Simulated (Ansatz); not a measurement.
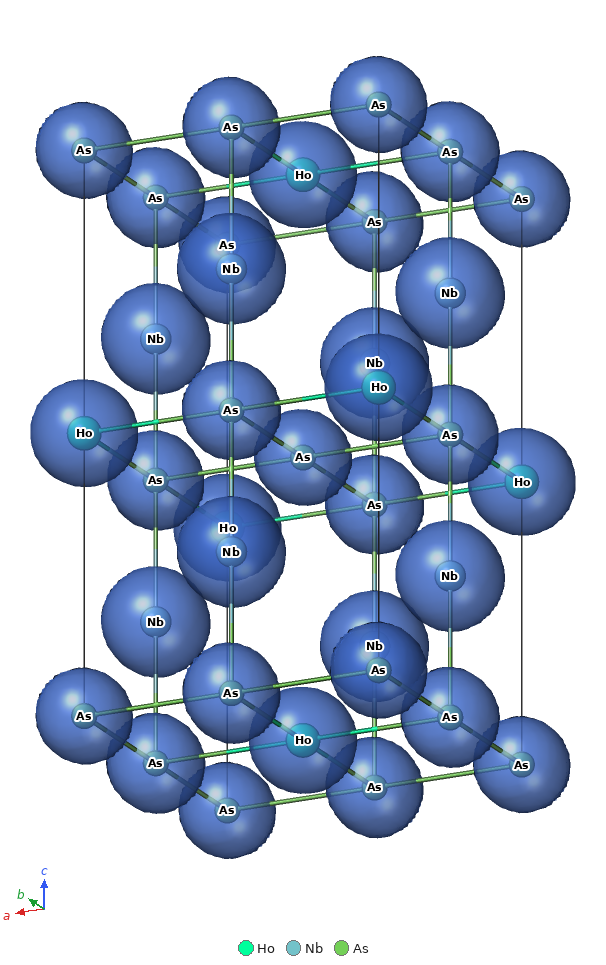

*HoNb$_{2}$As$_{3}$. Isosurface of the valence charge density (pseudo) at 1 e/Å³ (blue), seen at an oblique angle. Sticks mark near contacts.*

Space group I4/mmm; a structure generated by program, which may or may not match a known phase; computed without spin polarisation; no Hubbard U on the f states and no spin–orbit coupling.

Theory: DFT PBE, scalar-relativistic, plane waves, PAW; 4f electrons in the core of a trivalent norm-conserving potential (Ansatz).

The calculation's input:

```
crystal:
  lattice:
    - [-2.7175633589, 2.7175633589, 4.9297845371]
    - [2.7175633589, -2.7175633589, 4.9297845371]
    - [2.7175633589, 2.7175633589, -4.9297845371]
  atoms:
    - { symbol: Ho, position: [0.5, 0.5, 0.0] }
    - { symbol: Nb, position: [0.75, 0.25, 0.5] }
    - { symbol: Nb, position: [0.25, 0.75, 0.5] }
    - { symbol: As, position: [0.5, 0.0, 0.5] }
    - { symbol: As, position: [0.0, 0.5, 0.5] }
    - { symbol: As, position: [0.0, 0.0, 0.0] }
basis:
  ecutwfc: 690
kpoints:
  mp_grid: { grid: [10, 10, 10] }
hamiltonian:
  xc: pbe
  pseudopotentials:
    kind: paw
    azcp: { Ho: "pseudopotentials/pbe/nc/lanthanide_3plus/Ho.nc.azcp" }
scf:
  occupations: { method: gaussian, width: 0.1 }
output:
  forces: true
  stress: true
  eigenvalues: true
  write_density: true
  write_potential: true
  elf: true
  volumetric_format: npy
relax:
  adjacent_minimum: "off"
  f_tol: 0.01
  max_steps: 80
  cell: { stress_tol: 0.05 }
```

Launched as:

```sh
ansatz run input.yaml --threads 1 --pin off --max-ram 2560MiB --backend cpu --events-out ev --progress --plain --runs-dir out
```

Below, planes, directions and counts refer to the conventional cell (a = 5.42 Å, b = 5.42 Å, c = 9.89 Å, α = 90.00°, β = 90.00°, γ = 90.00°).

The fields are those of the run's last geometry, not of the input's.

How is the density connected at this value?

At this value the density breaks into separate islands; it holds about 65 % of the electrons treated as valence (semicore included). It bridges none of the near contacts. It is pinched off along the sampled Nb–As (2.47 Å), Ho–As (2.71 Å) and As–As (2.71 Å) contacts. On the grid the lowest density along these lines, outside the cores, is 0.53 e/Å³ (Nb–As, 2.47 Å), 0.31 e/Å³ (Ho–As, 2.71 Å) and 0.31 e/Å³ (As–As, 2.71 Å).
